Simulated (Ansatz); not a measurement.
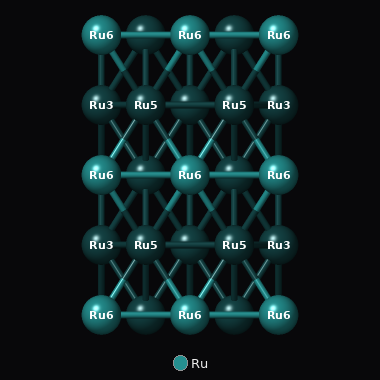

The system is C on a Ru(100) slab cut from the P6_3/mmc phase, its upper half relaxed before the scan (6 atoms of substrate and one adsorbate in a 1 × 1 cell); the picture shows it without the atoms that are moved over the map. 
- C is moved over the surface cell; relaxed at each place: the height of the adsorbate's atoms; substrate rigid; the origin of the map has the adsorbate above Ru6.
- Places are given modulo a cell vector. The map is drawn in real space over the plane of the surface.
- The scan uses a 6 × 10 grid; 24 points were computed and 36 follow by symmetry.
- Energies are in eV, from the lowest grid point.
- With one adsorbate in each 1 × 1 cell, its nearest image is 2.7 Å away, so neighbouring adsorbates interact.
- Computed with Ansatz 0.2.0, DFT LDA, scalar-relativistic, plane waves, PAW. Settings: cutoff 420 eV, k-mesh 10×6×1, gaussian smearing 0.1 eV, no spin polarisation.

Range: position of C7 along the first surface vector from 0.000 to 0.833; position of C7 along the second surface vector from 0.0 to 0.9.

> Predict the map.

The lowest grid point is at the trough between two rows of top atoms, (0/6, 5/10) of the cell vectors. A higher local minimum lies near (3/6, 2/10) of the cell vectors [nearest 2 Ru at 1.85 Å] (0.025 eV above the lowest at that grid point). The highest grid point, (0/6, 1/10) of the cell vectors [nearest 1 Ru at 1.70 Å], lies 1.69 eV above the lowest. On the interpolated surface the easiest way out of the lowest well to a well of about the same depth near (3/6, 8/10) of the cell vectors [nearest 2 Ru at 1.85 Å] passes a barrier of about 0.49 eV, counted from the interpolated bottom of the well. At the lowest point the adsorbate has 2 Ru at 1.92 Å as nearest neighbours, at the highest 1 Ru at 1.70 Å. Its relaxed height above the top atom is 0.73 Å at the lowest and 1.65 Å at the highest point.

| second ↓, first → | 0/6 | 1/6 | 2/6 | 3/6 | 4/6 | 5/6 |
| --- | --- | --- | --- | --- | --- | --- |
| 9/10 | 1.69 | 1.54 | 1.20 | 0.66 | 1.20 | 1.54 |
| 8/10 | 1.61 | 1.38 | 0.74 | 0.03 | 0.74 | 1.38 |
| 7/10 | 1.04 | 0.77 | 0.28 | 0.12 | 0.28 | 0.77 |
| 6/10 | 0.04 | 0.41 | 0.94 | 1.16 | 0.94 | 0.41 |
| 5/10 | 0.00 | 0.61 | 1.36 | 1.65 | 1.36 | 0.61 |
| 4/10 | 0.04 | 0.41 | 0.94 | 1.16 | 0.94 | 0.41 |
| 3/10 | 1.04 | 0.77 | 0.28 | 0.12 | 0.28 | 0.77 |
| 2/10 | 1.61 | 1.38 | 0.74 | 0.03 | 0.74 | 1.38 |
| 1/10 | 1.69 | 1.54 | 1.20 | 0.66 | 1.20 | 1.54 |
| 0/10 | 1.68 | 1.55 | 1.28 | 0.83 | 1.28 | 1.55 |

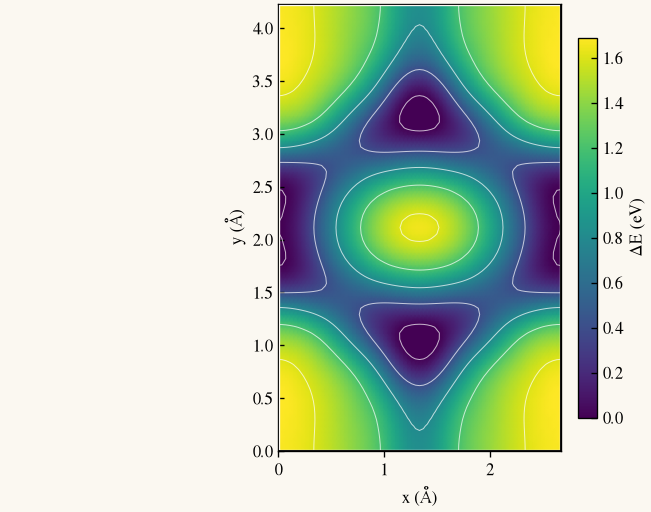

Drawn: a smooth colour map with a few white contour lines, the outline of one cell of the plane. Between grid points the surface is interpolated.

The whole map (24 points run) took 29 min on 4 threads of Arm Neoverse N1 (shared host).

PAW datasets: the set soft_1.
